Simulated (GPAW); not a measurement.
# CsGeBr3 (R3m): G0W0 with GPAW, start to end

Aim: the G0W0 gap of CsGeBr3 (R3m) on LDA, step by step.

Calculated with GPAW 26.7.0; LDA and many-body steps on it, plane waves.

## (1) Set-up

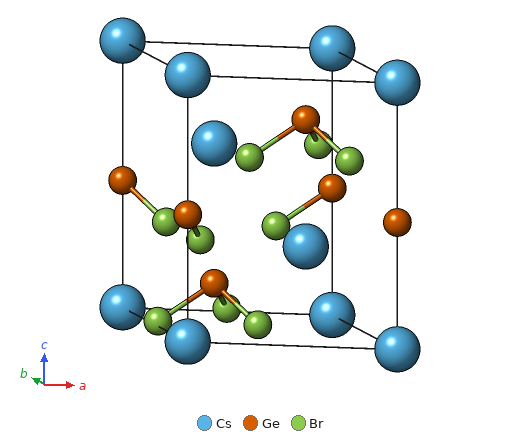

Start, viewed slightly off an axis; caesium blue, germanium orange, bromine green. This picture shows the conventional cell, with its axes. Bonds to atoms that aren't drawn are left out. Some periodic images of atoms are drawn too.

Coordinates:

```cif
data_structure
_symmetry_space_group_name_H-M 'P 1'
_symmetry_Int_Tables_number 1
_cell_length_a 5.6682
_cell_length_b 5.6682
_cell_length_c 5.6682
_cell_angle_alpha 88.897
_cell_angle_beta 88.897
_cell_angle_gamma 88.897
_cell_volume 182.01
loop_
_atom_site_label
_atom_site_type_symbol
_atom_site_fract_x
_atom_site_fract_y
_atom_site_fract_z
_atom_site_occupancy
Cs1 Cs 0.00130 0.00130 0.00130 1
Ge2 Ge 0.47708 0.47708 0.47708 1
Br3 Br 0.02867 0.50547 0.50547 1
Br4 Br 0.50547 0.50547 0.02867 1
Br5 Br 0.50547 0.02867 0.50547 1
```

The cell and positions are those that the Materials Project relaxed with its own functionals (PBE, PBE+U or r2SCAN), kept fixed. Spin-orbit coupling is left out unless a step names it.

## (2) Ground state

This step: GPAW 26.7.0; DFT, LDA, plane waves, PAW.

The ground-state density comes first.

Input file run.py:

```python
import json
import numpy as np
from gpaw.mpi import world
from ase import Atoms
from gpaw import GPAW, PW, FermiDirac

atoms = Atoms(['Cs', 'Ge', 'Br', 'Br', 'Br'],
    cell=[[3.9692828316, 2.2916665113, 3.3349688208],
      [-3.9692828316, 2.2916665113, 3.3349688208],
      [0.0000000000, -4.5833330226, 3.3349688208]],
    scaled_positions=[[0.0013040400, 0.0013040400, 0.0013040400],
      [0.4770829100, 0.4770829100, 0.4770829100],
      [0.0286681300, 0.5054724600, 0.5054724600],
      [0.5054724600, 0.5054724600, 0.0286681300],
      [0.5054724600, 0.0286681300, 0.5054724600]],
    pbc=(True, True, True))
calc = GPAW(mode=PW(450),
    xc='LDA',
    kpts={'size': (4, 4, 4), 'gamma': True},
    occupations=FermiDirac(0.001),
    nbands=-8,
    convergence={'density': 1e-6, 'bands': -3},
    maxiter=100,
    txt='gs.txt')
atoms.calc = calc
res = {'energy': atoms.get_potential_energy()}
kpts = calc.get_ibz_k_points()
res['kpts'] = kpts
res['eigenvalues'] = [calc.get_eigenvalues(kpt=k) for k in range(len(kpts))]
res['n_electrons'] = calc.get_number_of_electrons()
calc.write('gs.gpw')

if world.rank == 0:
    with open('result.json', 'w') as f:
        json.dump(res, f, default=lambda x: x.tolist())
```

Command:

```
$ mpirun -n 4 gpaw python run.py
```

Numbers of over 12 decimals in the logs are rounded to 6 here.

What it wrote:

```text
__  _  _
 | _ |_)|_||  |
 |__||  | ||/\| - 26.7.0

Input parameters:
  mode=PW(ecut=450.000000),
  convergence={'density': 1e-06, 'bands': -3},
  kpts=MonkhorstPack(size=(4, 4, 4), gamma=True),
  maxiter=100,
  nbands=-8,
  occupations=Occupations(name='fermi-dirac', width=0.001, fixmagmom=False),
  xc=XC(name='LDA')
  [... matrices ...]
Diagonalizing LCAO Hamiltonian
Converting LCAO to pw mode

            Ger

       Br       Br

            Cs

Atoms  # Å, Bohr magnetons
|   | symbol |         x |         y |        z |    initial magnetic moments |
| 0 |     Cs | -0.000000 |  0.000000 | 0.013047 | ( 0.0000,  0.0000,  0.0000) |
| 1 |     Ge |  0.000000 | -0.000000 | 4.773170 | ( 0.0000,  0.0000,  0.0000) |
| 2 |     Br | -1.892571 | -1.092677 | 3.467077 | ( 0.0000,  0.0000,  0.0000) |
| 3 |     Br | -0.000000 |  2.185353 | 3.467077 | ( 0.0000,  0.0000,  0.0000) |
| 4 |     Br |  1.892571 | -1.092677 | 3.467077 | ( 0.0000,  0.0000,  0.0000) |

Unit cell  # Å
| periodic |         x |         y |        z |  lengths |    angles |
|      yes |  3.969283 |  2.291667 | 3.334969 | 5.668241 | 88.896874 |
|      yes | -3.969283 |  2.291667 | 3.334969 | 5.668241 | 88.896874 |
|      yes |  0.000000 | -4.583333 | 3.334969 | 5.668241 | 88.896874 |

Number of symmetries: 6
Symmetry operations  # r_c * U_cc + t_c -> r_c
|   | kind |            matrix            |
| 0 |  E   |  1, 0, 0,  0, 1, 0,  0, 0, 1 |
| 1 |  σ   |  1, 0, 0,  0, 0, 1,  0, 1, 0 |
| 2 |  σ   |  0, 1, 0,  1, 0, 0,  0, 0, 1 |
| 3 |  C3  |  0, 1, 0,  0, 0, 1,  1, 0, 0 |
| 4 |  C3  |  0, 0, 1,  1, 0, 0,  0, 1, 0 |
| 5 |  σ   |  0, 0, 1,  0, 1, 0,  1, 0, 0 |

BZ-sampling:
  Number of BZ points: 64
  Number of IBZ points: 13

  Monkhorst-Pack size: [4, 4, 4]
  Monkhorst-Pack shift: [0.125, 0.125, 0.125]

K-points  # in reciprocal-cell coordinates
|     |                                coordinates |     weight |
|   0 | (  0.00000000,   0.00000000,   0.00000000) | 0.01562500 |
|   1 | (  0.25000000,   0.00000000,  -0.25000000) | 0.09375000 |
|   2 | (  0.25000000,   0.00000000,   0.00000000) | 0.09375000 |
|   3 | (  0.25000000,   0.25000000,  -0.25000000) | 0.09375000 |
|   4 | (  0.25000000,   0.25000000,   0.00000000) | 0.09375000 |
|   5 | (  0.25000000,   0.25000000,   0.25000000) | 0.03125000 |
|   6 | (  0.50000000,   0.00000000,   0.00000000) | 0.04687500 |
|   7 | (  0.50000000,   0.25000000,  -0.25000000) | 0.09375000 |
|   8 | (  0.50000000,   0.25000000,   0.00000000) | 0.18750000 |
|   9 | (  0.50000000,   0.25000000,   0.25000000) | 0.09375000 |
| ... |                                            |            |
|  12 | (  0.50000000,   0.50000000,   0.50000000) | 0.01562500 |

Plane wave coefficients: 3963
Cutoff: 450.000000 eV

Spin-components: 1 (collinear spins)
Bands:           25
Projectors:      25
Spin-degeneracy: 2
Datatype:        complex128

  Storage: CPU
  Wave functions: 20_430_800 bytes (5_107_700 per core)
  Projectors: 23_699_728 bytes (5_924_932 per core)
  [... matrices ...]
Parallelization:
  kpt:    4
  domain: 1
  band:   1

Density:
  Valence electrons: 34.0
  Components: 1
  Grid points: [28 28 28]
  Charge: 0.0  # |e|

Potential:
  Grid points: [28 28 28]

species:
  Cs:
    name:    Caesium
    Z:       55.0
    valence: 9
    core:    46
    charge:  0.0  # [|e|]
    compensation charges:
      type: gauss
      rc: 0.33  # [Å]
      lmax: 2
    cutoffs:
      filter: 2.06  # [Å]
      core: 2.51  # [Å]
    projectors
    | kind |    occ | energy [eV] | rcut [Å] |
    |   5s |  2.000 |     -26.872 |    1.164 |
    |   6s |  1.000 |      -2.224 |    1.164 |
    |   5p |  6.000 |     -13.611 |    1.058 |
    |    p |        |      13.601 |    1.058 |
    |    d |        |       0.000 |    1.058 |

    Using partial waves for Cs as LCAO basis

  Ge:
    name:    Germanium
    Z:       32.0
    valence: 4
    core:    28
    charge:  0.0  # [|e|]
    compensation charges:
      type: gauss
      rc: 0.32  # [Å]
      lmax: 2
    cutoffs:
      filter: 1.77  # [Å]
      core: 3.42  # [Å]
    projectors
    | kind |    occ | energy [eV] | rcut [Å] |
    |   4s |  2.000 |     -11.940 |    1.005 |
    |   4p |  2.000 |      -4.047 |    1.005 |
    |    s |        |      15.272 |    1.005 |
    |    p |        |      23.164 |    1.005 |
    |    d |        |       0.000 |    1.005 |

    Using partial waves for Ge as LCAO basis

  Br:
    name:    Bromine
    Z:       35.0
    valence: 7
    core:    28
    charge:  0.0  # [|e|]
    compensation charges:
      type: gauss
      rc: 0.35  # [Å]
      lmax: 2
    cutoffs:
      filter: 1.98  # [Å]
      core: 2.38  # [Å]
    projectors
    | kind |    occ | energy [eV] | rcut [Å] |
    |   4s |  2.000 |     -20.306 |    1.111 |
    |   4p |  5.000 |      -8.003 |    1.111 |
    |    s |        |       6.906 |    1.111 |
    |    p |        |      19.208 |    1.111 |
    |    d |        |       0.000 |    1.111 |

    Using partial waves for Br as LCAO basis

Reference energy: -481089.716145  # eV

eigensolver:
  PPCG
  Converge bands: -3
  niter=2

density mixing:
  MSR1-Mixer
  Pratt-step length: 0.05
  Maximum mixing coefficient: 0.75
  Old densities: 10
  SVD Regularization: 0.005
  Good broyden scale: 1.0
  Trust region scale: 1.0
  Backstep threshold: 4.0
  History deletion threshold: 6.0
  Fourier metric: weight=20.0, sigma=0.015

occupation numbers:
  Fermi-Dirac:
    width: 0.0010  # eV

poisson solver:
  ecut: 3600.000000  # eV

xc functional:
  name: None

Initialization done in: 0.712 s

convergence criteria:
- Maximum integral of absolute [dens]ity change: 1e-06 electrons / valence electron
- Maximum [total energy] change in last 3 cyles: 0.0005 eV / valence electron
- Maximum integral of absolute [eigenst]ate change: 4e-08 eV^2 / valence electron
maximum number of iterations: 100

SCF iterations
|iter     |     time |      energy | eigst |  dens |
|iter:   1|  |  -18.361023 | +0.59 |       |
|iter:   2|  |  -18.291378 | -0.64 | -1.28 |
|iter:   3|  |  -17.979784 | -1.26 | -1.32 |
|iter:   4|  |  -17.974808 | -2.10 | -1.92 |
|iter:   5|  |  -17.974246c| -2.55 | -2.34 |
|iter:   6|  |  -17.974249c| -2.94 | -3.01 |
|iter:   7|  |  -17.974250c| -3.28 | -3.61 |
|iter:   8|  |  -17.974250c| -3.98 | -3.97 |
|iter:   9|  |  -17.974250c| -4.56 | -4.94 |
|iter:  10|  |  -17.974250c| -5.41 | -5.62 |
|iter:  11|  |  -17.974250c| -6.00 | -6.42c|
|iter:  12|  |  -17.974250c| -6.55 | -6.93c|
|iter:  13|  |  -17.974250c| -6.97 | -7.71c|
|iter:  14|  |  -17.974250c| -7.69c| -8.19c|

Converged in 14 steps
SCF loop duration: 6.158 s (0.440 s/step)
Energy contributions relative to reference atoms: (reference = -481089.716145)
  [... matrices ...]
Energy contributions:
  Kinetic:          18.227363
  Coulomb:         -19.527147
  Zero:             -0.124949
  External:          0.000000
  Xc:              -16.549517
  Entropy:          -0.000000
  Spinorbit:         0.000000
  ----------------------------
  Free energy:     -17.974250
  Extrapolated:    -17.974250

dipole moment: (-0.000000, -0.000000, -87.258728)  # |e|*Ang

Fermi level: 3.559
Eigenvalues  # (at kpt = [0.000, 0.000, 0.000])
| band index |      eig [eV] | occ [0-2] |
|          0 |       -18.808 |     2.000 |
|        ... |               |           |
|          9 |        -2.196 |     2.000 |
|         10 |        -1.625 |     2.000 |
|         11 |         0.161 |     2.000 |
|         12 |         0.161 |     2.000 |
|         13 |         0.300 |     2.000 |
|         14 |         0.427 |     2.000 |
|         15 |         0.427 |     2.000 |
|         16 |         0.479 |     2.000 |
|         17 |         5.326 |     0.000 |
|         18 |         6.299 |     0.000 |
|         19 |         6.299 |     0.000 |
|         20 |         6.616 |     0.000 |
|         21 |         6.961 |     0.000 |
|         22 |         6.961 |     0.000 |
|         23 |         8.046 |     0.000 |
|         24 |         8.111 |     0.000 |

Gap: 1.102 eV
Transition (v -> c):
  (s=0, k=12, n=16, [0.50, 0.50, 0.50]) -> (s=0, k=12, n=17, [0.50, 0.50, 0.50])
No difference between direct/indirect transitions
# Writing to gs.gpw (mode='')
  [... matrices ...]
```

Elapsed: 8.3 s, on 4 MPI ranks of Arm Neoverse V2, shared host; peak memory 0.74 GiB.

This step gave:

```yaml
total_energy: -17.97 eV
gap: 1.102 eV
k_of_the_valence_top: 0.5, 0.5, 0.5
k_of_the_conduction_bottom: 0.5, 0.5, 0.5
least_direct_gap: 1.102 eV
```

The gap is direct, at (0.500, 0.500, 0.500).

## (3) Empty states on the mesh, 2×2×2 mesh, 226 bands

The sums over transitions need many empty states on a uniform mesh; this step solves for them.

Input file run.py:

```python
import json
import numpy as np
from gpaw.mpi import world
from gpaw import GPAW

calc = GPAW('gs.gpw').fixed_density(kpts={'size': (2, 2, 2), 'gamma': True},
    nbands=263,
    convergence={'bands': 226},
    txt='nscf.txt')
calc.write('full.gpw', mode='all')
res = {}
kpts = calc.get_ibz_k_points()
res['kpts'] = kpts
res['eigenvalues'] = [calc.get_eigenvalues(kpt=k) for k in range(len(kpts))]
res['n_electrons'] = calc.get_number_of_electrons()

if world.rank == 0:
    with open('result.json', 'w') as f:
        json.dump(res, f, default=lambda x: x.tolist())
```

Command:

```
$ mpirun -n 4 gpaw python run.py
```

What it wrote:

```text
Diagonalizing LCAO Hamiltonian
Converting LCAO to pw mode
convergence criteria:
- Maximum integral of absolute [eigenst]ate change: 4e-08 eV^2 / valence electron
maximum number of iterations: 100

SCF iterations
|iter     |     time |      energy | eigst |  dens |
|iter:   1|  |             | +4.25 |       |
|iter:   2|  |             | +3.07 |       |
|iter:   3|  |             | +1.97 |       |
[...]
|iter:  15|  |             | -6.68 |       |
|iter:  16|  |             | -7.25 |       |
|iter:  17|  |             | -7.44c|       |
SCF steps: 17
  __  _  _
 | _ |_)|_||  |
 |__||  | ||/\| - 26.7.0

Input parameters:
  mode=PW(ecut=450.000000),
  convergence={'bands': 226},
  gpts=array([28, 28, 28]),
  kpts=MonkhorstPack(size=(2, 2, 2), gamma=True),
  maxiter=100,
  nbands=263,
  occupations=Occupations(name='fermi-dirac', width=0.001, fixmagmom=False),
  parallel={},
  xc=XC(name='LDA')
# Writing to full.gpw (mode='all')
  [... matrices ...]

timing:  # [seconds]
  Total: 0.043  # ━━━━━━━━━━━━━━━━━━━━━━━━━━━━━━━━━━━━━━━━━━━━━━━━━━━━━━━━━━━
```

Elapsed: 38 s, on 4 MPI ranks; peak memory 1 GiB.

Numbers from this step:

| Item | Value |
| --- | --- |
| gap | 1.102 eV |
| k of the valence top | 0.5, 0.5, 0.5 |
| k of the conduction bottom | 0.5, 0.5, 0.5 |
| least direct gap | 1.102 eV |
| k points computed | 4 |
| lowest point of the top converged band, above the valence top | 58.1923 eV |

On this mesh the gap is 1.102 eV.

## (4) Screening and self-energy, 2×2×2 mesh, 216 bands, screening to 65 eV

Now the one-shot GW correction: screening in the RPA, then the self-energy of the levels asked for.

This step: G0W0 on LDA, plane waves, PAW.

Input file run.py:

```python
import json
import numpy as np
from gpaw.mpi import world
from gpaw.response.g0w0 import G0W0

gw = G0W0('full.gpw',
    filename='gw',
    kpts=[0, 3],
    bands=(15, 19),
    ecut=65,
    nbands=216,
    integrate_gamma='WS',
    ppa=True)
gw.calculate()
res = {mode: {k: v for k, v in r.items() if k != 'sigma_eskwn'}
       for mode, r in gw.all_results.items()}

if world.rank == 0:
    with open('result.json', 'w') as f:
        json.dump(res, f, default=lambda x: x.tolist())
```

Command:

```
$ mpirun -n 4 gpaw python run.py
```

What it wrote:

```text
Using integrator: PointIntegrator
FrequencyGridDescriptor(from 0.000+0.000j to 0.000+27.211j eV, 2 points)
Nonperiodic BCs:  [False False False]
Using integrator: PointIntegrator
FrequencyGridDescriptor(from 0.000+0.000j to 0.000+27.211j eV, 2 points)
Nonperiodic BCs:  [False False False]
  ___  _ _ _
 |   || | | |
 | | || | | |
 |__ ||_____|
 |___|

BZ k-points: Symmetries present (total): 6

  [... matrices ...]
8 k-points: 2 x 2 x 2 Monkhorst-Pack grid + [1/4,1/4,1/4]
4 k-points in the irreducible part of the Brillouin zone
       k-points in crystal coordinates                weights
   0:     0.00000000    0.00000000    0.00000000          1/8
   1:     0.50000000    0.00000000    0.00000000          3/8
   2:     0.50000000    0.50000000    0.00000000          3/8
   3:     0.50000000    0.50000000    0.50000000          1/8

Distributing spins, k-points and bands (1 x 2 x 4) over 4 processes
Number of blocks: 1

Quasi particle states:
k-points (IBZ indices): [0, 3]
Band range: (15, 19)
  [... matrices ...]
Computational parameters:
Plane wave cut-off: 65 eV
Number of bands: 216
Coulomb cutoff: None
Broadening: 0.1 eV

fxc modes: GW
Kernel: RPA
Using Godby-Needs plasmon-pole approximation:
  Fitting energy: i*E0, E0 = 1.000 Hartree
Summing all q:

Calculating screened Coulomb potential
No Coulomb truncation
FrequencyGridDescriptor(from 0.000+0.000j to 0.000+27.211j eV, 2 points)
Removing empty qpoint cache files...

Calculating chi0 body with:
    Ground state adapter containing:
    Number of spins: 1
    Number of kpoints: 8
    Number of irreducible kpoints: 4
    Number of completely occupied states: 17
    Number of partially occupied states: 17
    Occupied states memory: 5.6943359375 M / cpu

    Linear response parametrization:
    q_c: [0.0, 0.0, 0.0]
    Number of frequency points: 2
    Planewave cutoff: 65.0
    Number of bands: 216
    Number of planewaves: 215
    Broadening (eta): 1e-06
    comm.size: 4
    kncomm.size: 4
    blockcomm.size: 1

    Memory estimate of potentially large arrays:
        chi0_wGG: 1.410675 M / cpu
Integrating chi0 body.

Symmetries of q_c:
    Direct symmetries (Uq -> q): 6
    Indirect symmetries (TUq -> q): 6
In total 12 allowed symmetries.

  [... matrices ...]
4 groups of equivalent kpoints. 50.0% reduction.

Integral kind: response function
Integrating chi0 head and wings.

Symmetries of q_c:
    Direct symmetries (Uq -> q): 6
    Indirect symmetries (TUq -> q): 6
In total 12 allowed symmetries.

  [... matrices ...]
4 groups of equivalent kpoints. 50.0% reduction.

Integral kind: response function wings

Calculating chi0 body with:
    Ground state adapter containing:
    Number of spins: 1
    Number of kpoints: 8
    Number of irreducible kpoints: 4
    Number of completely occupied states: 17
    Number of partially occupied states: 17
    Occupied states memory: 5.6943359375 M / cpu

    Linear response parametrization:
[... the further q-points ...]

Results:
f:      Occupation numbers
eps:     KS-eigenvalues [eV]
vxc:     KS vxc [eV]
exx:     Exact exchange [eV]
sigma:   Self-energies [eV]
dsigma:  Self-energy derivatives
Z:       Renormalization factors
qp:      QP-energies [eV]

k-point 0 (0): (0.000, 0.000, 0.000)                GW
band       f     eps     vxc     exx   sigma  dsigma       Z      qp
                                                                   GW
  15   1.000   0.427 -16.009 -19.467   2.726  -0.278   0.782  -0.145
  16   1.000   0.479 -15.890 -19.263   2.665  -0.280   0.782  -0.074
  17   0.000   5.326  -8.458  -4.186  -3.503  -0.199   0.834   5.968
  18   0.000   6.299  -7.760  -3.550  -3.449  -0.200   0.834   6.933

k-point 1 (3): (0.500, 0.500, 0.500)                GW
band       f     eps     vxc     exx   sigma  dsigma       Z      qp
                                                                   GW
  15   1.000   0.813 -16.261 -19.779   2.774  -0.278   0.783   0.231
  16   1.000   2.576 -17.043 -18.722   1.617  -0.266   0.790   2.527
  17   0.000   3.679 -12.640  -8.138  -3.294  -0.247   0.802   4.647
  18   0.000   3.899 -12.378  -7.886  -3.325  -0.248   0.801   4.834
```

It took 17 s on 4 MPI ranks; peak memory 1.5 GiB; 66 s of CPU time.

This step gave:

| Quantity | Value |
| --- | --- |
| G0W0 gap on the points computed | 2.120 eV |
| least direct G0W0 gap on the computed points | 2.120 eV |
| Z at the valence top | 0.7898 |
| Z at the conduction bottom | 0.8018 |
| starting gap on the mesh | 1.102 eV |
| k of the valence top | 0.5, 0.5, 0.5 |
| k of the conduction bottom | 0.5, 0.5, 0.5 |

The gap on the mesh goes from 1.10 eV to 2.12 eV, a correction of +1.02 eV.

Limits: finite bands, cutoff and mesh; no spin-orbit coupling; coarse k mesh. v1 is the top filled band, c1 the lowest empty one. Levels before and after the correction, in eV, zero at the valence-band top of each column:

|  | conduction bottom | valence top |
| --- | --- | --- |
| Kohn-Sham | 1.10 | 0.00 |
| G0W0 | 2.12 | 0.00 |

|  | level | energy (eV) |
| --- | --- | --- |
| Kohn-Sham | (0.5 0.5 0.5) v2 | -1.763 |
| Kohn-Sham | (0.5 0.5 0.5) v1 | 0.000 |
| Kohn-Sham | (0.5 0.5 0.5) c1 | 1.102 |
| Kohn-Sham | (0.5 0.5 0.5) c2 | 1.323 |
| G0W0 | (0.5 0.5 0.5) v2 | -2.296 |
| G0W0 | (0.5 0.5 0.5) v1 | 0.000 |
| G0W0 | (0.5 0.5 0.5) c1 | 2.120 |
| G0W0 | (0.5 0.5 0.5) c2 | 2.306 |

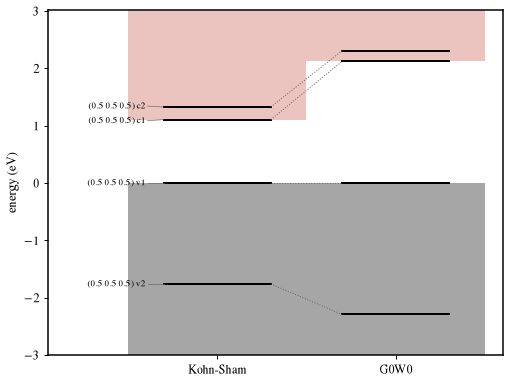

Levels before and after the correction. Shaded: valence and conduction bands.

## (5) Where the time went

Times are wall times on 4 MPI ranks of Arm Neoverse V2, shared host, good to a factor of about two.

| step | time | share | memory (GiB) |
| --- | --- | --- | --- |
| ground state | 8.3 s | 13 % | 0.74 |
| empty states on the mesh | 38 s | 60 % | 1.0 |
| screening and self-energy | 17 s | 27 % | 1.5 |

## (6) What came out

```
LDA gap              : 1.10 eV, direct
G0W0 gap on the mesh : 2.12 eV
GW settings          : 2×2×2 mesh, 216 bands, screening to 65 eV, Godby-Needs plasmon pole
known limits         : not at the basis limit; no spin-orbit coupling; coarse k mesh
```

G0W0 moves the gap on the mesh from 1.10 eV to 2.12 eV (+1.02 eV), with Z of 0.79 and 0.80 at the edges. Only 2 of the mesh's irreducible points were corrected, so a valley elsewhere could overtake. The dearest step here is «empty states on the mesh». Bands and cutoff are finite, so the gap is not at the basis limit. The miss can reach some tenths of an eV and take either sign; the mesh is an error of its own. These stock PAW sets were not made for GW; the filled d or f shell of Br and Ge lies in the frozen core, which bears on start and correction. In the G0W0 run levels were corrected at 2 k points alone, so a gap called «on the mesh» is the least over those, and an edge elsewhere would be missed. The 2×2×2 mesh is coarse for this cell, which bears on the long-range parts of exchange and screening. The many-body steps are scalar-relativistic: spin-orbit coupling is not in them.

[Paths, hosts, dates, memory and timing lines, banners, echoed tables and standing remarks are left out of the program output.]

[Logs are printed without paths, hosts, clocks, repeated set-up lines and the standing remarks that a program may print on its own settings, such as how far it seeks lower states.]

[Runs of the session that timed out or met a known fault of the program may be left out.]

[Hosts, paths, dates, database ids (printed as entryN), source tags and the programs' standing remarks are cut or masked in the printed files.]
